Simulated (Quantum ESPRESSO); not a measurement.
# CdF2 (Fm-3m): modes at Γ and the response to a field, part 2 of 4

Which modes does CdF2 (Fm-3m) have at the zone centre?

Quantum ESPRESSO 7.5; DFT LDA, scalar-relativistic, plane waves, PseudoDojo norm-conserving pseudopotentials.

So far. Step 2 (A first look): A gap of 2.8 eV opens on this mesh, so the crystal is taken as an insulator; the start stands at -5.7 GPa. Step 4 (Self-consistent run for the response): The cell stands at 0.0070 GPa, close enough for phonons.

### 5. Linear response at Γ

At q = 0 one unit cell holds all displacements; symmetry groups them into irreducible representations that are solved one by one. The response to a field gives ε∞ and the Born charges, which polar modes need.

ph.in reads:

```
phonons
&inputph
   prefix = 'x'
   outdir = './tmp'
   fildyn = 'g.dyn'
   tr2_ph = 1.0d-18
   epsil = .true.
/
0.000000000000 0.000000000000 0.000000000000
```

Launch:

```bash
$ OMP_NUM_THREADS=1 mpirun -n 4 ph.x -nk 4 -in ph.in > ph.out
```

The program printed:

```text
[banners, grids, parts of the stress and lines that vanish by symmetry left out]
[banner, memory and clock lines left out]
Program PHONON v.7.5

     ./tmp/x.save/

     IMPORTANT: XC functional enforced from input :
     Exchange-correlation= PW
                           (   1   4   0   0   0   0   0)
     Any further DFT definition will be discarded
     Please, verify this is what you really want

     G-vector sticks info

     Reading collected, re-writing distributed wavefunctions in ./tmp/

     Number and degeneracy of irreps per q-point
       N         xq(1)         xq(2)         xq(3)   N irreps
       1   0.000000000   0.000000000   0.000000000       3
        3   3   3

     Calculation of q =    0.0000000   0.0000000   0.0000000

     phonons

     bravais-lattice index     =            2
     lattice parameter (alat)  =      10.0117  a.u.
     unit-cell volume          =     250.8792 (a.u.)^3
     number of atoms/cell      =            3
     number of atomic types    =            2
     kinetic-energy cut-off    =     112.0000  Ry
     charge density cut-off    =     448.0000  Ry
     convergence threshold     =      1.0E-18
     beta                      =       0.7000
     number of iterations used =            4
     Exchange-correlation= PW
                           (   1   4   0   0   0   0   0)

     celldm(1)=   10.01171  celldm(2)=    0.00000  celldm(3)=    0.00000
     celldm(4)=    0.00000  celldm(5)=    0.00000  celldm(6)=    0.00000

     crystal axes: (cart. coord. in units of alat)
               a(1) = ( -0.5000  0.0000  0.5000 )
               a(2) = (  0.0000  0.5000  0.5000 )
               a(3) = ( -0.5000  0.5000  0.0000 )

     reciprocal axes: (cart. coord. in units 2 pi/alat)
               b(1) = ( -1.0000 -1.0000  1.0000 )
               b(2) = (  1.0000  1.0000  1.0000 )
               b(3) = ( -1.0000  1.0000 -1.0000 )

     Atoms inside the unit cell:

     Cartesian axes

     site n.  atom      mass           positions (alat units)
        1  Cd    112.4140   tau(    1) = (    0.00000    0.00000    0.00000  )
        2  F      18.9984   tau(    2) = (   -0.75000    0.75000    0.75000  )
        3  F      18.9984   tau(    3) = (   -0.25000    0.25000    0.25000  )

     Computing dynamical matrix for
                    q = (   0.0000000   0.0000000   0.0000000 )

     49 Sym.Ops. (with q -> -q+G )

     G cutoff = 1137.4563  (  39957 G-vectors)     FFT grid: ( 48, 48, 48)
     number of k points=    29
                       cart. coord. in units 2pi/alat
        k(    1) = (   0.0000000   0.0000000   0.0000000), wk =   0.0039062
        k(    2) = (  -0.1250000   0.1250000  -0.1250000), wk =   0.0312500
        k(    3) = (  -0.2500000   0.2500000  -0.2500000), wk =   0.0312500
        [... further k-points left out ...]

     PseudoPot. # 1 for Cd read from file:
     ./pseudo/Cd.upf
     Pseudo is Norm-conserving + core correction, Zval = 20.0
     Using radial grid of 1336 points,  6 beta functions with:
                l(1) =   0
                l(2) =   0
                l(3) =   1
                l(4) =   1
                l(5) =   2
                l(6) =   2

     PseudoPot. # 2 for F  read from file:
     ./pseudo/F.upf
     Pseudo is Norm-conserving + core correction, Zval =  7.0
     Using radial grid of  824 points,  5 beta functions with:
                l(1) =   0
                l(2) =   0
                l(3) =   1
                l(4) =   1
                l(5) =   2

     Mode symmetry, O_h (m-3m)  point group:

     Electric field:
     Dielectric constant
     Born effective charges as d Force / d E

     Atomic displacements:
     There are    3 irreducible representations

     Representation     1      3 modes -  To be done

     Representation     2      3 modes -  To be done

     Representation     3      3 modes -  To be done

     Alpha used in Ewald sum =   2.8000

     Electric Fields Calculation

      iter #   1   av.it.:   8.0
      thresh= 1.000E-02 alpha_mix =  0.700 |ddv_scf|^2 =  8.083E-09

      iter #   2   av.it.:  17.0
      thresh= 8.990E-06 alpha_mix =  0.700 |ddv_scf|^2 =  3.353E-10

      iter #   3   av.it.:  17.0
      thresh= 1.831E-06 alpha_mix =  0.700 |ddv_scf|^2 =  1.010E-11

      iter #   4   av.it.:  17.1
      thresh= 3.178E-07 alpha_mix =  0.700 |ddv_scf|^2 =  1.500E-13

      iter #   5   av.it.:  16.5
      thresh= 3.874E-08 alpha_mix =  0.700 |ddv_scf|^2 =  3.668E-15

      iter #   6   av.it.:  16.7
      thresh= 6.056E-09 alpha_mix =  0.700 |ddv_scf|^2 =  2.315E-17

      iter #   7   av.it.:  16.9
      thresh= 4.811E-10 alpha_mix =  0.700 |ddv_scf|^2 =  2.351E-19

     End of electric fields calculation

          Dielectric constant in cartesian axis

          (       2.916618647      -0.000000000       0.000000000 )
          (      -0.000000000       2.916618647       0.000000000 )
          (       0.000000000       0.000000000       2.916618647 )

          Effective charges (d Force / dE) in cartesian axis without acoustic sum rule applied (asr)

           atom    1  Cd    Mean Z*:        2.45250
      Ex  (        2.45250       -0.00000        0.00000 )
      Ey  (       -0.00000        2.45250       -0.00000 )
      Ez  (       -0.00000       -0.00000        2.45250 )
           atom    2  F     Mean Z*:       -1.22590
      Ex  (       -1.22590        0.00000       -0.00000 )
      Ey  (        0.00000       -1.22590       -0.00000 )
      Ez  (       -0.00000       -0.00000       -1.22590 )
           atom    3  F     Mean Z*:       -1.22590
      Ex  (       -1.22590        0.00000        0.00000 )
      Ey  (       -0.00000       -1.22590        0.00000 )
      Ez  (        0.00000        0.00000       -1.22590 )

          Effective charges Sum: Mean:        0.00070
              0.00070       -0.00000       -0.00000
             -0.00000        0.00070       -0.00000
             -0.00000        0.00000        0.00070

          Effective charges (d Force / dE) in cartesian axis with asr applied:
           atom    1  Cd    Mean Z*:        2.45227
      E*x (        2.45227       -0.00000        0.00000 )
      E*y (       -0.00000        2.45227       -0.00000 )
      E*z (       -0.00000       -0.00000        2.45227 )
           atom    2  F     Mean Z*:       -1.22614
      E*x (       -1.22614        0.00000       -0.00000 )
      E*y (        0.00000       -1.22614       -0.00000 )
      E*z (       -0.00000       -0.00000       -1.22614 )
           atom    3  F     Mean Z*:       -1.22614
      E*x (       -1.22614        0.00000        0.00000 )
      E*y (       -0.00000       -1.22614        0.00000 )
      E*z (        0.00000        0.00000       -1.22614 )

     Representation #   1 modes #   1   2   3

     Self-consistent Calculation

      iter #   1   av.it.:   9.9
      thresh= 1.000E-02 alpha_mix =  0.700 |ddv_scf|^2 =  7.682E-07

      iter #   2   av.it.:  17.3
      thresh= 8.765E-05 alpha_mix =  0.700 |ddv_scf|^2 =  8.648E-09

      iter #   3   av.it.:  17.5
      thresh= 9.300E-06 alpha_mix =  0.700 |ddv_scf|^2 =  2.806E-11

      iter #   4   av.it.:  18.0
      thresh= 5.298E-07 alpha_mix =  0.700 |ddv_scf|^2 =  2.333E-13

      iter #   5   av.it.:  17.5
      thresh= 4.830E-08 alpha_mix =  0.700 |ddv_scf|^2 =  1.526E-15

      iter #   6   av.it.:  18.2
      thresh= 3.906E-09 alpha_mix =  0.700 |ddv_scf|^2 =  8.022E-18

      iter #   7   av.it.:  18.2
      thresh= 2.832E-10 alpha_mix =  0.700 |ddv_scf|^2 =  2.097E-19

     End of self-consistent calculation

     Convergence has been achieved

     Representation #   2 modes #   4   5   6

     Self-consistent Calculation

[...]
End of self-consistent calculation

     Convergence has been achieved

     Representation #   3 modes #   7   8   9

     Self-consistent Calculation

[...]
iter #   2   av.it.:  17.2
      thresh= 2.353E-04 alpha_mix =  0.700 |ddv_scf|^2 =  4.763E-07

      iter #   3   av.it.:  16.9
      thresh= 6.901E-05 alpha_mix =  0.700 |ddv_scf|^2 =  6.239E-10

      iter #   4   av.it.:  17.8
      thresh= 2.498E-06 alpha_mix =  0.700 |ddv_scf|^2 =  5.986E-12

      iter #   5   av.it.:  17.5
      thresh= 2.447E-07 alpha_mix =  0.700 |ddv_scf|^2 =  3.366E-14

      iter #   6   av.it.:  17.5
      thresh= 1.835E-08 alpha_mix =  0.700 |ddv_scf|^2 =  6.847E-16

      iter #   7   av.it.:  17.4
      thresh= 2.617E-09 alpha_mix =  0.700 |ddv_scf|^2 =  3.952E-18

      iter #   8   av.it.:  18.2
      thresh= 1.988E-10 alpha_mix =  0.700 |ddv_scf|^2 =  9.164E-20

     End of self-consistent calculation

     Convergence has been achieved

     Number of q in the star =    1
     List of q in the star:
          1   0.000000000   0.000000000   0.000000000

          Dielectric constant in cartesian axis

          (       2.916618647      -0.000000000       0.000000000 )
          (      -0.000000000       2.916618647       0.000000000 )
          (       0.000000000       0.000000000       2.916618647 )

          Effective charges (d Force / dE) in cartesian axis without acoustic sum rule applied (asr)

           atom    1  Cd    Mean Z*:        2.45250
      Ex  (        2.45250       -0.00000        0.00000 )
      Ey  (       -0.00000        2.45250       -0.00000 )
      Ez  (       -0.00000       -0.00000        2.45250 )
           atom    2  F     Mean Z*:       -1.22590
      Ex  (       -1.22590        0.00000       -0.00000 )
      Ey  (        0.00000       -1.22590       -0.00000 )
      Ez  (       -0.00000       -0.00000       -1.22590 )
           atom    3  F     Mean Z*:       -1.22590
      Ex  (       -1.22590        0.00000        0.00000 )
      Ey  (       -0.00000       -1.22590        0.00000 )
      Ez  (        0.00000        0.00000       -1.22590 )

          Effective charges Sum: Mean:        0.00070
              0.00070       -0.00000       -0.00000
             -0.00000        0.00070       -0.00000
             -0.00000        0.00000        0.00070

          Effective charges (d Force / dE) in cartesian axis with asr applied:
           atom    1  Cd    Mean Z*:        2.45227
      E*x (        2.45227       -0.00000        0.00000 )
      E*y (       -0.00000        2.45227       -0.00000 )
      E*z (       -0.00000       -0.00000        2.45227 )
           atom    2  F     Mean Z*:       -1.22614
      E*x (       -1.22614        0.00000       -0.00000 )
      E*y (        0.00000       -1.22614       -0.00000 )
      E*z (       -0.00000       -0.00000       -1.22614 )
           atom    3  F     Mean Z*:       -1.22614
      E*x (       -1.22614        0.00000        0.00000 )
      E*y (       -0.00000       -1.22614        0.00000 )
      E*z (        0.00000        0.00000       -1.22614 )

     Diagonalizing the dynamical matrix

     q = (    0.000000000   0.000000000   0.000000000 )

 **************************************************************************
     freq (    1) =      -0.068139 [THz] =      -2.272863 [cm-1]
     freq (    2) =      -0.068139 [THz] =      -2.272863 [cm-1]
     freq (    3) =      -0.068139 [THz] =      -2.272863 [cm-1]
     freq (    4) =       7.142475 [THz] =     238.247321 [cm-1]
     freq (    5) =       7.142475 [THz] =     238.247321 [cm-1]
     freq (    6) =       7.142475 [THz] =     238.247321 [cm-1]
     freq (    7) =       9.555448 [THz] =     318.735439 [cm-1]
     freq (    8) =       9.555448 [THz] =     318.735439 [cm-1]
     freq (    9) =       9.555448 [THz] =     318.735439 [cm-1]
 **************************************************************************

     Mode symmetry, O_h (m-3m)  point group:

     freq (   1-   3) =         -2.3  [cm-1]   --> T_1u G_15  G_4- I
     freq (   4-   6) =        238.2  [cm-1]   --> T_1u G_15  G_4- I
     freq (   7-   9) =        318.7  [cm-1]   --> T_2g G_25' G_5+ R
```

It took 7.4 min on 4 MPI ranks of Arm Neoverse V2, shared host; 29 min of CPU time.

Read from the output:

| Quantity | Value |
| --- | --- |
| miss of the charge sum rule | 7.00e-4 e |
| largest acoustic frequency at the zone centre before the sum rule | -2.27 cm⁻¹ |
| highest optical zone-centre mode (no LO-TO term) | 318.7 cm⁻¹ |
| lowest optical zone-centre mode | 238.2 cm⁻¹ |
| mean high-frequency dielectric constant | 2.917 |
| largest Born charge in size (third of the trace) | 2.453 e |

Born charge (rows field, columns displacement), before the sum rule (e), principal values of the symmetric part by kind of site:

```
atom  atoms with these values    low  middle   high   mean
 Cd1                        1   2.45    2.45   2.45   2.45
  F2                        2  -1.23   -1.23  -1.23  -1.23
```

In full for Cd1:

```
2.45 0.00 0.00
0.00 2.45 0.00
0.00 0.00 2.45
```

High-frequency dielectric tensor:

```
2.92 0.00 0.00
0.00 2.92 0.00
0.00 0.00 2.92
```

The acoustic modes at Γ come out as far as 2.3 cm⁻¹ from zero, where they should vanish, a small numerical error; the Born charges miss their sum rule by 7.0e-4 e, which is good.

### 6. Modes with the sum rule

A rigid shift of the crystal must cost nothing, but grids and finite bases break this; the acoustic sum rule is imposed before the matrix is diagonalised again. With Born charges the intensities follow, and the static dielectric tensor.

dynmat.in reads:

```
&input
   fildyn = 'g.dyn'
   asr = 'simple'
   fileig = 'dynmat.eig'
   lperm = .true.
/
```

Launch:

```bash
$ dynmat.x -in dynmat.in > dynmat.out
```

The program printed:

```text
[banner, memory and clock lines left out]
Program DYNMAT v.7.5

     Reading Dynamical Matrix from file g.dyn
     ...Force constants read
     ...epsilon and Z* read
     A direction for q was not specified:TO-LO splitting will be absent

     Polarizability (A^3 units)
     multiply by 0.610175 for Clausius-Mossotti correction
         5.670142   -0.000000    0.000000
        -0.000000    5.670142    0.000000
         0.000000    0.000000    5.670142

     IR activities are in (D/A)^2/amu units

# mode   [cm-1]    [THz]      IR
    1     -0.00   -0.0000    0.0000
    2     -0.00   -0.0000    0.0000
    3      0.00    0.0000    0.0000
    4    238.27    7.1431    4.8856
    5    238.27    7.1431    4.8856
    6    238.27    7.1431    4.8856
    7    318.75    9.5560    0.0000
    8    318.75    9.5560    0.0000
    9    318.75    9.5560    0.0000

Electronic dielectric permittivity tensor (relative, adimensional)
         2.916619   -0.000000    0.000000
        -0.000000    2.916619    0.000000
         0.000000    0.000000    2.916619

 ... with zone-center polar mode contributions
         7.853737   -0.000000    0.000000
        -0.000000    7.853737   -0.000000
         0.000000   -0.000000    7.853737

[end of the log left out, with the tail of the file of modes that dynmat.x writes under the same name]
```

Run time: 0.51 s. Hardware: 1 thread.

This step gave:

- highest optical zone-centre mode (no LO-TO term): 318.8 cm⁻¹
- lowest optical zone-centre mode: 238.3 cm⁻¹
- mean static dielectric constant: 7.854

Unit eigenvectors of the mass-weighted matrix after the sum rule; no LO-TO term. Modes at Γ, with each element's share of the kinetic energy:

```
mode  frequency (cm⁻¹)  symmetry  Cd %  F %
   1               0.0  acoustic    75   25
   2               0.0  acoustic    75   25
   3               0.0  acoustic    75   25
   4             238.3       T1u    25   75
   5             238.3       T1u    25   75
   6             238.3       T1u    25   75
   7             318.8       T2g     0  100
   8             318.8       T2g     0  100
   9             318.8       T2g     0  100
```

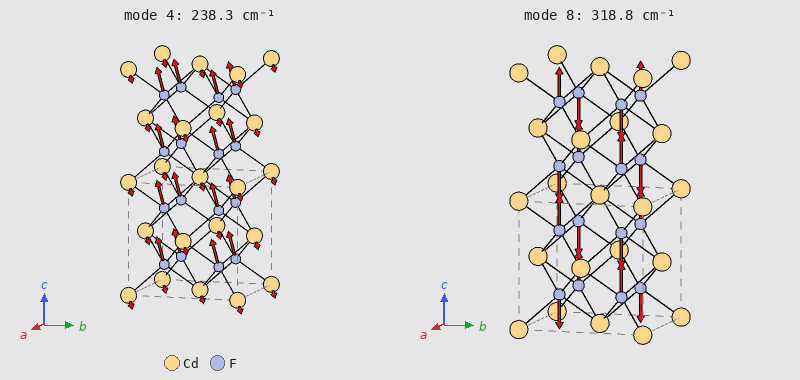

Displacement patterns of modes 4 and 8 at Γ; arrows are exaggerated. 1×1×2 conventional cells are drawn. Some periodic images of atoms are drawn too.

Degenerate modes summed, no LO-TO term. Lines of the infrared spectrum (strongest = 100):

```
position (cm⁻¹)  lines merged  label  IR intensity, relative
            238             3    T1u                     100
            319             3    T2g                     0.0
```

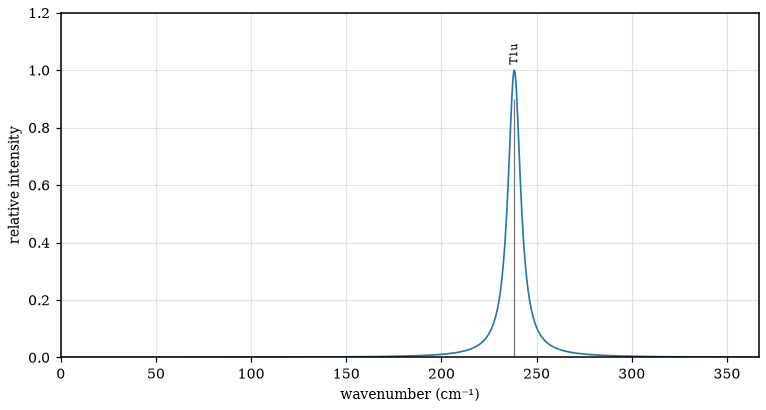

The infrared spectrum, broadened with Lorentzians of width 8 cm⁻¹; bars mark the lines.

Static dielectric tensor (ions relaxed, fixed cell):

```
7.85 0.00 0.00
0.00 7.85 0.00
0.00 0.00 7.85
```

The rule moves no optical mode by more than 0.1 cm⁻¹.

### 7. The LO-TO splitting (1 0 0)

A longitudinal polar mode sets up a macroscopic field that stiffens it; the term hangs on the direction from which q goes to zero.

dynmat.in reads:

```
&input
   fildyn = 'g.dyn'
   asr = 'simple'
   fileig = 'dynmat.eig'
   q(1) = 1.0
   q(2) = 0.0
   q(3) = 0.0
/
```

Launch:

```bash
$ dynmat.x -in dynmat.in > dynmat.out
```

The program printed:

```text
[banner, memory and clock lines left out]
Program DYNMAT v.7.5

     Reading Dynamical Matrix from file g.dyn
     ...Force constants read
     ...epsilon and Z* read

     Polarizability (A^3 units)
     multiply by 0.610175 for Clausius-Mossotti correction
         5.670142   -0.000000    0.000000
        -0.000000    5.670142    0.000000
         0.000000    0.000000    5.670142

     IR activities are in (D/A)^2/amu units

# mode   [cm-1]    [THz]      IR
    1     -0.00   -0.0000    0.0000
    2     -0.00   -0.0000    0.0000
    3      0.00    0.0000    0.0000
    4    238.27    7.1431    4.8856
    5    238.27    7.1431    4.8856
    6    318.75    9.5560    0.0000
    7    318.75    9.5560    0.0000
    8    318.75    9.5560    0.0000
    9    390.99   11.7215    4.8856

[end of the log left out, with the tail of the file of modes that dynmat.x writes under the same name]
```

It took 0.5 s on 1 thread.

Read from the output:

```yaml
highest_mode_moved_by_the_lo_to_term: 391.0 cm⁻¹
```

Zone-centre frequencies as printed; negative means imaginary. Modes:

```
mode  frequency (cm⁻¹)
   1                 0
   2                 0
   3                 0
   4             238.3
   5             238.3
   6             318.8
   7             318.8
   8             318.8
   9               391
```

The field moves one mode, from 238 to 391 cm⁻¹; the others stay.

### 8. Ground state, volume × 0.94

Bonds stiffen under compression, so frequencies follow the volume; the atoms are not relaxed anew.

scf.in reads:

```
&control
   calculation = 'scf'
   prefix = 'x'
   outdir = './tmp'
   pseudo_dir = './pseudo'
   tprnfor = .true.
   tstress = .true.
/
&system
   ibrav = 2
   celldm(1) = 9.80733108
   nat = 3
   ntyp = 2
   ecutwfc = 112.0
   occupations = 'fixed'
   nbnd = 19
/
&electrons
   conv_thr = 1.0d-12
   mixing_beta = 0.7
   electron_maxstep = 100
/
ATOMIC_SPECIES
 Cd    112.4140  Cd.upf
 F      18.9984  F.upf
ATOMIC_POSITIONS crystal
 Cd     0.000000000   0.000000000   0.000000000
 F      0.750000000   0.750000000   0.750000000
 F      0.250000000   0.250000000   0.250000000
K_POINTS automatic
 8 8 8 0 0 0
```

Launch:

```bash
$ OMP_NUM_THREADS=1 mpirun -n 4 pw.x -nk 4 -in scf.in > scf.out
```

The program printed:

```text
[banners, grids, parts of the stress and lines that vanish by symmetry left out]
[banner, memory and clock lines left out]
Program PWSCF v.7.5

[...]
kinetic-energy cutoff     =     112.0000  Ry
     charge density cutoff     =     448.0000  Ry
     scf convergence threshold =      1.0E-12
[...]
Exchange-correlation= SLA  PW   NOGX NOGC
                           (   1   4   0   0   0   0   0)
[...]
48 Sym. Ops., with inversion, found
[...]
number of k points=    29
[...]
End of self-consistent calculation
[...]
highest occupied, lowest unoccupied level (ev):     7.9723   11.2041
!    total energy              =    -449.01166829 Ry
[...]
convergence has been achieved in  13 iterations
[...]
atom    1 type  1   force =     0.00000000    0.00000000    0.00000000
     atom    2 type  2   force =     0.00000000    0.00000000   -0.00000000
     atom    3 type  2   force =     0.00000000    0.00000000    0.00000000
     Total force =     0.000000     Total SCF correction =     0.000000
[...]
total   stress  (Ry/bohr**3)                   (kbar)     P=       91.25
[...]
XML data file, charge density, pseudopotentials, collected wavefunctions
```

Wall time 15 s (4 MPI ranks).

This step gave:

| Property | Result |
| --- | --- |
| volume per atom | 11.65 Å³ |
| pressure | 9.125 GPa |
| gap on the k-mesh | 3.232 eV |

(Part 2 of 4 ends here.)

[Host names and launcher messages were left out of these logs when they were recorded.]

[Logs are printed without paths, hosts, clocks, repeated set-up lines and the standing remarks that a program may print on its own settings, such as how far it seeks lower states.]

[Hosts, paths, dates, database ids (printed as entryN), source tags and the programs' standing remarks are cut or masked in the printed files.]
